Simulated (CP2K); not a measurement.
Band structure of Tl (P6_3/mmc, 2 atoms in the cell).

```
CELL_PARAMETERS angstrom
      3.43301     0.00000     0.00000
     -1.71651     2.97308     0.00000
      0.00000     0.00000     5.47694
ATOMIC_POSITIONS crystal
  Tl 0.33333 0.66667 0.25000
  Tl 0.66667 0.33333 0.75000
```

Method: PBE, GPW, DZVP-MOLOPT-PBE-GTH basis, GTH-PBE potentials (POTENTIAL_UZH) (CP2K 2026.2).

Settings: CUTOFF = 500 Ry; REL_CUTOFF = 60 Ry; SMEAR/METHOD = GAUSSIAN; SIGMA = 0.05 eV; KPOINTS/SCHEME = MACDONALD 8 8 4 0.0625 0.0625 0.125; XC_FUNCTIONAL = PBE; Tl/BASIS_SET = DZVP-MOLOPT-PBE-GTH-q13; Tl/POTENTIAL = GTH-PBE-q13; METHOD = GPW; EPS_DEFAULT = 1e-10; EXTRAPOLATION = USE_GUESS; NGRIDS = 5; SCF_GUESS = ATOMIC; EPS_SCF = 1e-07.

The starting cell has typed, rounded lattice constants, without a prior relaxation at this level. Its lattice was rescaled by a random factor within 2.5 % of one. Spin-orbit coupling is off. Values carry the incompleteness of an atom-centred basis.

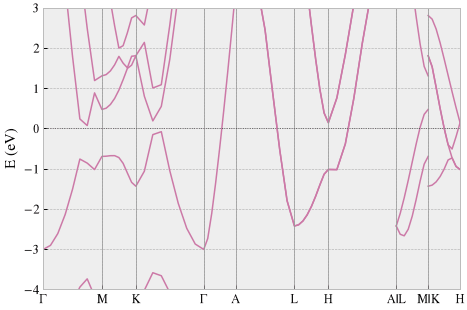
Figure: Bands along the path, energies from the Fermi level.

Levels in eV from the Fermi level, bands 10 to 15:
```tsv
point	10	11	12	13	14	15
Γ	-11.14	-10.22	-5.08	-3.01	8.19	8.19
M	-11.09	-5.83	-4.77	-0.70	0.47	1.31
K	-11.13	-4.63	-4.63	-1.44	1.81	1.81
A	-11.26	-8.76	-8.76	3.45	3.45	9.25
L	-11.11	-4.72	-4.72	-2.43	-2.43	5.65
H	-11.13	-4.05	-4.05	-1.02	-1.02	0.14
```

Bands cross the Fermi level along this path, so the cell is metallic at this level.

Higher empty bands are left out: an atom-centred basis made for the valence describes them poorly.
